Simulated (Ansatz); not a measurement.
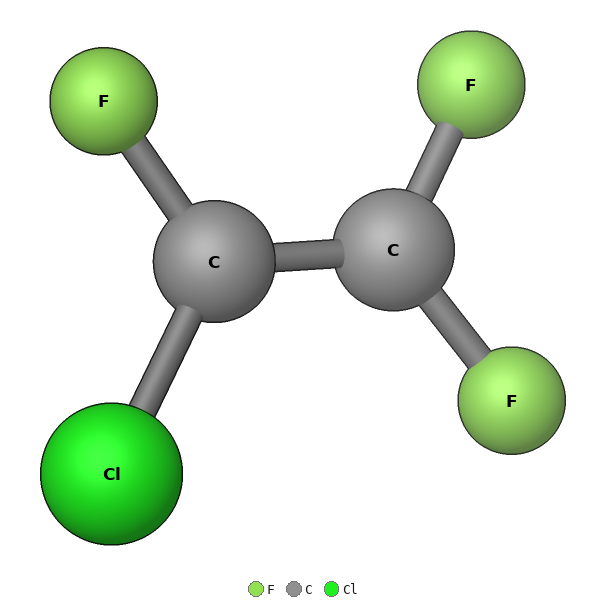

Computed geometry: PBE0-D4/def2-TZVP optimisation. No frequency run is at hand to confirm it as a minimum.

Description:

The molecule is C2ClF3. Its SMILES string is `FC(F)=C(F)Cl`. It has no ring. Among its groups: alkene, C–F bond, C–Cl bond. The point group is Cs. All atoms lie on one plane. Coordination: 2 C trigonal planar.

The parts below concern this one geometry. Atoms keep their numbers from picture to picture.

Charges

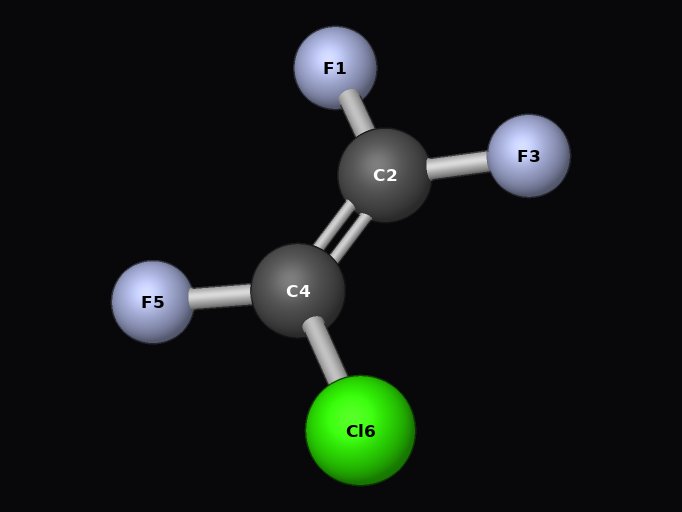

The questions are on Mulliken charges. No frequency run is at hand to confirm it as a minimum. Level of theory: RKS PBE-D4/def2-TZVPP (Ansatz 0.2.0).

Which atom carries the highest charge (most positive or least negative)?

Answer. C2 (0.29 e).

And the lowest?

Answer. F5 (−0.12 e).

Give the Mulliken charges atom by atom.

```
atom  value (e)
  F1      −0.11
  C2       0.29
  F3      −0.11
  C4       0.09
  F5      −0.12
 Cl6      −0.03
```

Electronic properties

No frequency run is at hand to confirm it as a minimum. Method: RKS revPBE-D4/def2-TZVPP (Ansatz 0.2.0).

What is the HOMO energy (Kohn–Sham orbital)?

Answer. −5.96 eV.

Give the LUMO energy (Kohn–Sham orbital) at this level.

Answer. −0.58 eV.

Dipole moment

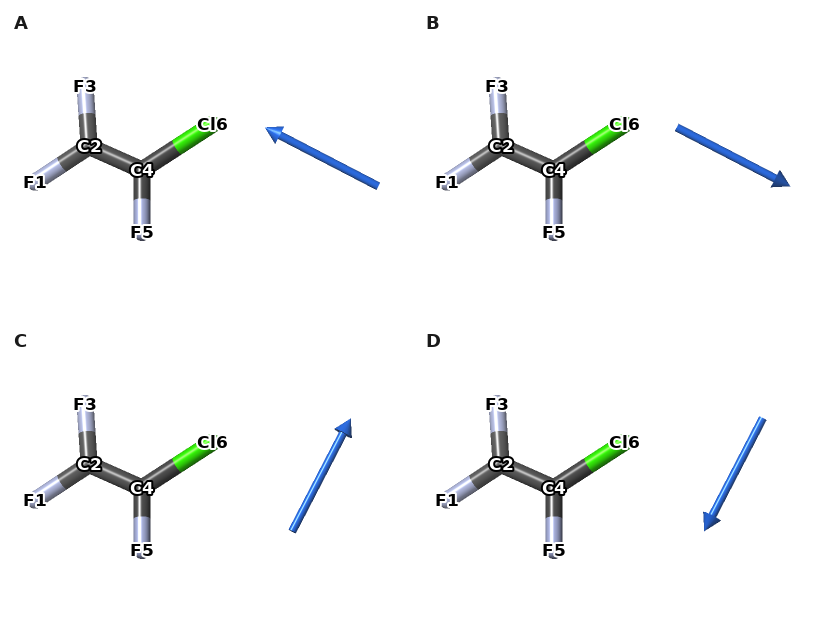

The same molecule four times, each with an arrow. No frequency run is at hand to confirm it as a minimum. Properties computed with RKS PBE0-D4/def2-TZVP (Ansatz 0.2.0).

Which arrow points along the dipole moment, from the negative to the positive end?

Answer. C. The dipole moment is 0.43 D; it points from the side of F1, F5 to the side of Cl6 (the outermost atoms at the two ends).

Mulliken values depend strongly on the basis set and can even reverse the polarity of a bond.
